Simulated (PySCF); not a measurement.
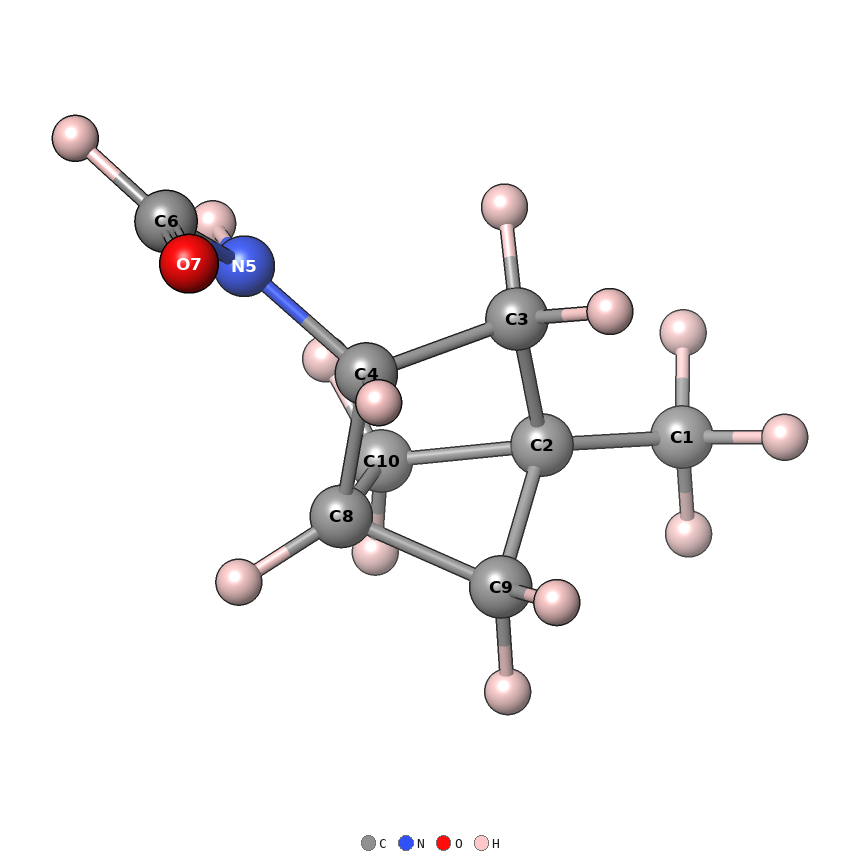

Atoms fade into the background with distance from the viewer. Computed geometry: PBE0-D3(BJ)/def2-SVP optimisation. No frequency run is at hand to confirm it as a minimum.

How is the 4-membered ring C2–C9–C8–C10 puckered?

It is puckered (butterfly). The Cremer–Pople amplitude Q is 0.48 Å.

Give the torsion angles round the ring, beginning with the bond from its second to its third atom.

35°, −35°, 34°, −35°.
